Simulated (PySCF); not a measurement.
CH₇N₂Si (doublet)

```xyz
11

C    -1.3067   -0.5627   -0.2074
Si    0.2770    0.4111    0.4092
N     0.2968    1.7435   -0.5912
N     1.5760   -0.6843    0.1077
H    -1.3107   -1.5284    0.2756
H    -1.2586   -0.6817   -1.2794
H    -2.1902   -0.0028    0.0632
H     0.1380    0.4239    1.8702
H    -0.4817    2.3845   -0.6247
H     1.9453   -0.7319   -0.8273
H     2.3202   -0.7685    0.7783
```

Geometry: GFN2-xTB.

Theory: PySCF, UKS B3LYP, pcH-1 on C H N Si, non-relativistic, mean-field spin-orbit, GIAO.

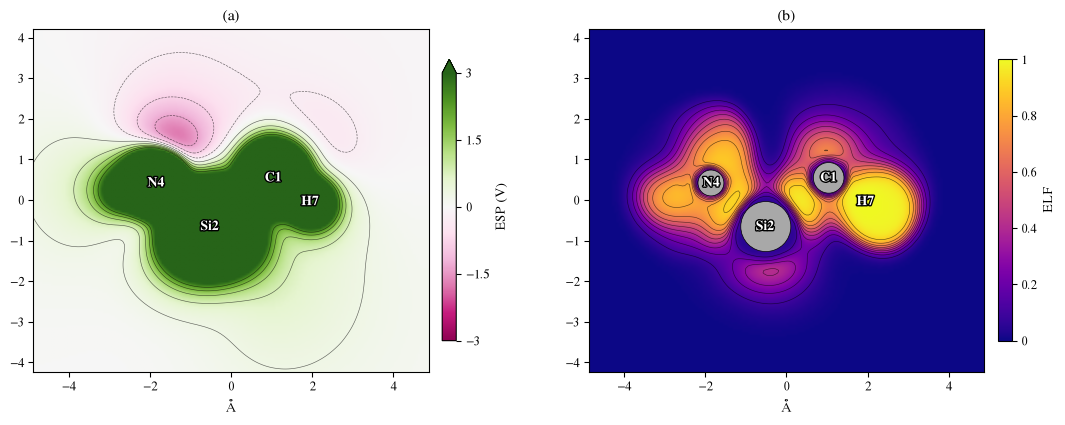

Figure 1. (a) electrostatic potential; (b) ELF on the plane of atoms C1, Si2 and N4. Grey discs cover the atomic cores in the ELF map.

> What does the map show?

The plane passes through C, Si, N and H nuclei. C–Si (1.96 Å): the ELF peaks at about 0.95 between the atoms, as expected for a covalent bond. Si–N (1.73 Å): the ELF peaks at about 0.90 between the atoms; a shared but strongly polarised pair. C–H (1.08 Å): the ELF climbs to about 1 towards the hydrogen, as it does in any bond to H (an ordinary covalent bond to hydrogen). The ELF also peaks beside N4, away from the bonds: non-bonding electrons, paired or unpaired. Outside the dense part of the molecule the potential is most negative (−1.7 V) near N4.

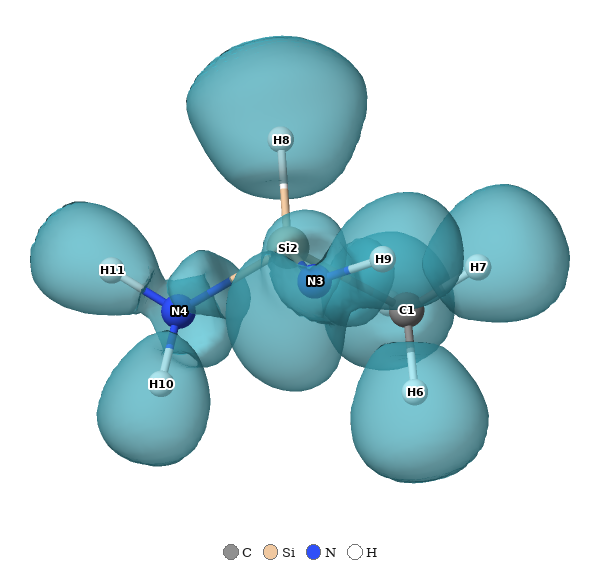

Figure 2. Isosurface of the electron localisation function at 0.8 (cyan), seen from one side. Core shells and regions of very low density are left out.

> What do the ELF domains correspond to?

The surface consists of one region between bonded C–Si atoms (shared pairs), four regions around hydrogen nuclei and two joined regions spread over several atoms (H, N), in which their bonds and any lone pairs are merged.


Si–N (1.67 Å): the ELF peaks at about 0.90 between the atoms (a short, strongly polar bond).

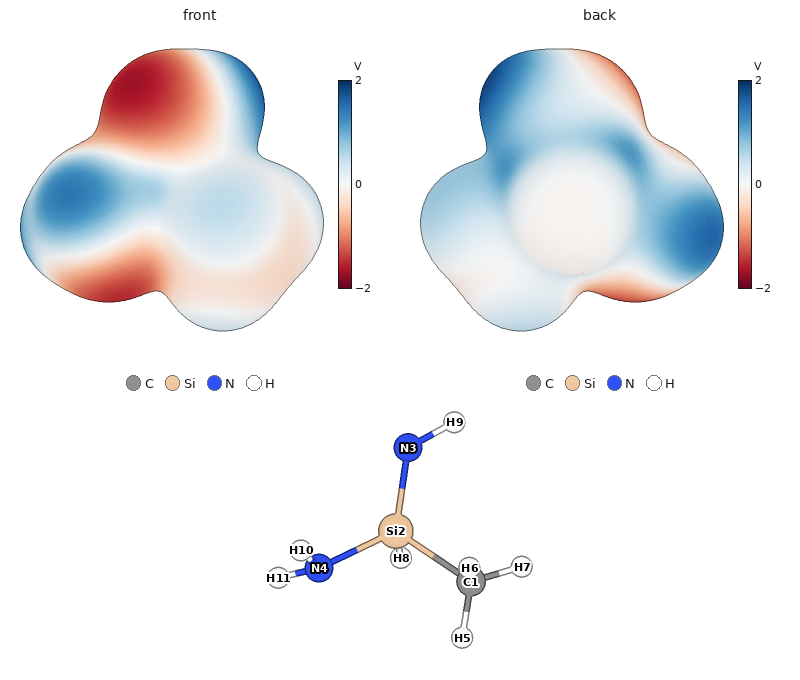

Figure 3. The molecular electrostatic potential painted on the density surface at 0.002 e/bohr³, seen from the front and from behind; red is negative and blue positive. The bare structure is drawn below in the same view.

> Which sites attract a positive test charge, and which a negative one?

A positive charge is drawn to the negative regions and a negative charge to the positive ones. The most negative region (about −1.6 V) lies over N3, the most positive (about +1.7 V) over H9. N3 is the likeliest acceptor of a hydrogen bond.
